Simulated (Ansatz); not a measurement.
# CH3F (fluoromethane): levels of theory compared

Wanted: a comparison of 6 runs (BHLYP/def2-TZVPP, SVWN5/def2-TZVPP, wB97M-V/def2-TZVPP, RPA@PBE/def2-TZVPP, BCCD(T)/def2-TZVPP, CCSD/def2-TZVPP) of CH3F (fluoromethane). 

The calculation is run with Ansatz 0.2.0.

45 further runs of the same task are left out: 45 set aside as unsound or not needed.

**1. The system as given**

CH3F has 5 atoms, charge 0, and is taken as a singlet. As SMILES, `CF`. The C1–H4 distance was set to 1.420 Å, away from the relaxed value.

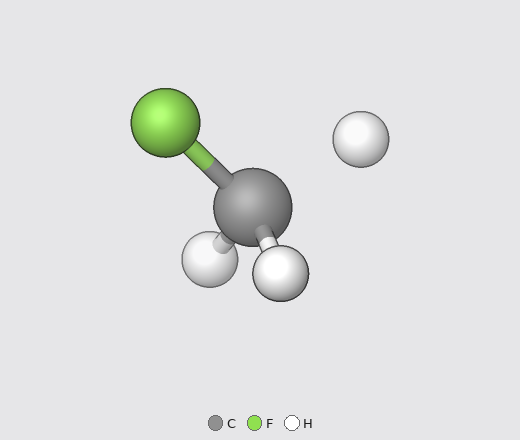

The structure, seen from a chosen angle (carbon grey, fluorine green, hydrogen white).

**2. A single-point energy at BHLYP/def2-TZVPP (run 1)**

Input file molecule.yaml:

```yaml
crystal:
  periodic: [false, false, false]
  atoms:
    - {symbol: C, position_ang: [-0.034471, -0.196017, 0.241726]}
    - {symbol: F, position_ang: [1.110329, -0.939417, 0.065326]}
    - {symbol: H, position_ang: [-0.902471, -0.855817, 0.175926]}
    - {symbol: H, position_ang: [-0.104800, 0.796000, -0.772000]}
    - {symbol: H, position_ang: [-0.003571, 0.279583, 1.224626]}
basis:
  gaussian:
    orbitals: def2-TZVPP
accuracy: high
output: {orbitals: {seedname: orbitals}}
magnetization:
  spin_polarized: false
  initial_magnetization: 0
hamiltonian:
  xc: {name: BHLYP}
```

The run is started by

```bash
$ ansatz run molecule.yaml --threads 1 --pin off --max-ram 3480MiB --events-out events.jsonl --progress --plain --runs-dir runs
```

The program printed:

```text
Warning: RAYON_NUM_THREADS=1 ignored (pool sized by the plan → 1); use --threads N
Functional definition: BHLYP
  name "BHLYP"
  parameter a = 0.5
  exchange = (1 - a)*b88_x + a*exact_x
  correlation = lyp_c
1779 factors; integrals over basis functions are off by at most 3.5e-9 eV
mean field evaluation 1: about -3800.1548 eV, gradient 2.5e1 eV
mean field evaluation 2: about -3800.4860 eV, gradient 2.4e1 eV
mean field evaluation 4: about -3801.3788 eV, gradient 1.2e0 eV
mean field evaluation 8: about -3801.3811 eV, gradient 3.2e-3 eV
mean field evaluation 16: about -3801.3811 eV, gradient 8.8e-8 eV
mean field -3801.38113583 eV, -139.6981800730 hartree, gradient 8.6e-8 eV, S^2 0.000000; 0 other end points of the search recorded, 0 dependent functions left out
reference -3801.38115695 eV, -139.6981808492 hartree; 9, 9 occupied and 95, 95 virtual orbitals, 1779 factors
Total energy: -3801.38115695 eV, -139.6981808492 hartree
```

Run time: 3.9 s. Hardware: 1 thread of Arm Neoverse V1, shared host; peak memory 0.23 GiB.

**3. The energy at SVWN5/def2-TZVPP (run 2)**

Input file in.yaml:

```yaml
crystal:
  periodic: [false, false, false]
  atoms:
    - {symbol: C, position_ang: [-0.034471, -0.196017, 0.241726]}
    - {symbol: F, position_ang: [1.110329, -0.939417, 0.065326]}
    - {symbol: H, position_ang: [-0.902471, -0.855817, 0.175926]}
    - {symbol: H, position_ang: [-0.104800, 0.796000, -0.772000]}
    - {symbol: H, position_ang: [-0.003571, 0.279583, 1.224626]}
basis:
  gaussian:
    orbitals: def2-TZVPP
accuracy: high
output:
  orbitals: {seedname: orbitals}
hamiltonian:
  xc: {name: SVWN5}
```

The run is started by

```bash
$ ansatz run in.yaml --threads 1 --pin off --max-ram 3480MiB --events-out events.jsonl --progress --plain --runs-dir runs
```

The program printed:

```text
Warning: RAYON_NUM_THREADS=1 ignored (pool sized by the plan → 1); use --threads N
Functional definition: SVWN5
  name "SVWN5"
  exchange = slater_x
  correlation = vwn5_c
1779 factors; integrals over basis functions are off by at most 3.5e-9 eV
mean field evaluation 1: about -3771.4582 eV, gradient 4.2e1 eV
mean field evaluation 2: about -3765.8707 eV, gradient 6.0e1 eV
mean field evaluation 4: about -3775.4366 eV, gradient 3.2e0 eV
mean field evaluation 8: about -3775.4511 eV, gradient 1.6e-2 eV
mean field evaluation 16: about -3775.4511 eV, gradient 3.3e-7 eV
mean field -3775.45111524 eV, -138.7452693923 hartree, gradient 4.2e-8 eV, S^2 0.000000; 0 other end points of the search recorded, 0 dependent functions left out
reference -3775.45111785 eV, -138.7452694882 hartree; 9, 9 occupied and 95, 95 virtual orbitals, 1779 factors
Total energy: -3775.45111785 eV, -138.7452694882 hartree
```

Run time: 2.7 s. Hardware: 1 thread of Arm Neoverse V1, shared host; peak memory 0.21 GiB.

Runs 3 to 5 aren't shown in full; the table further down has their settings and results.

**4. A single-point energy at CCSD/def2-TZVPP (run 6)**

Input file job.yaml:

```yaml
crystal:
  periodic: [false, false, false]
  atoms:
    - {symbol: C, position_ang: [-0.034471, -0.196017, 0.241726]}
    - {symbol: F, position_ang: [1.110329, -0.939417, 0.065326]}
    - {symbol: H, position_ang: [-0.902471, -0.855817, 0.175926]}
    - {symbol: H, position_ang: [-0.104800, 0.796000, -0.772000]}
    - {symbol: H, position_ang: [-0.003571, 0.279583, 1.224626]}
basis:
  gaussian: {orbitals: def2-TZVPP}
magnetization: {spin_polarized: false}
correlation: {method: ccsd, frozen_orbitals: {C: 1, F: 1, H: 0}}
accuracy: high
scf: {omitted_lower_state_checks: [cluster_reference, increment]}
```

The run is started by

```bash
$ ansatz run job.yaml --threads 1 --pin off --max-ram 3480MiB --events-out events.jsonl --progress --plain --runs-dir runs
```

The program printed:

```text
Warning: RAYON_NUM_THREADS=1 ignored (pool sized by the plan → 1); use --threads N
[... 11 lines left out ...]
2 core orbitals not correlated: weight in the atoms' cores, before any rotation towards them, 1.000 or more for the frozen orbitals, at most 0.000 for the correlated occupied ones
[... 22 lines left out ...]
Total energy: -3796.33996568 eV, -139.5129204871 hartree
Checks for a lower state left out: cluster_reference, increment
```

Run time: 12 s. Hardware: 1 thread of Arm Neoverse V1, shared host; peak memory 0.83 GiB.

**5. The series**

```csv
run,level,frozen core orbitals,energy (Eh),wall time
1,BHLYP/def2-TZVPP,–,-139.698181,3.9 s
2,SVWN5/def2-TZVPP,–,-138.745269,2.7 s
3,wB97M-V/def2-TZVPP,–,-139.709674,21 s
4,RPA@PBE/def2-TZVPP,2,-139.736167,7.2 s
5,BCCD(T)/def2-TZVPP,2,-139.527043,21 s
6,CCSD/def2-TZVPP,2,-139.512920,12 s
```

**6. Summary of results**

```
                                          quantity          value
                               run 6: total energy  -139.51292 Eh
run 6: correlation energy (2 core orbitals frozen)     -454.3 mEh
                              run 6: T1 diagnostic          0.011
```

Over runs 1, 2, 3 the HOMO–LUMO gap runs from 7.42 eV (SVWN5/def2-TZVPP) to 14.03 eV (wB97M-V/def2-TZVPP). Totals of different functionals can't be ranked against each other. All runs together took 68 s, the longest 21 s.
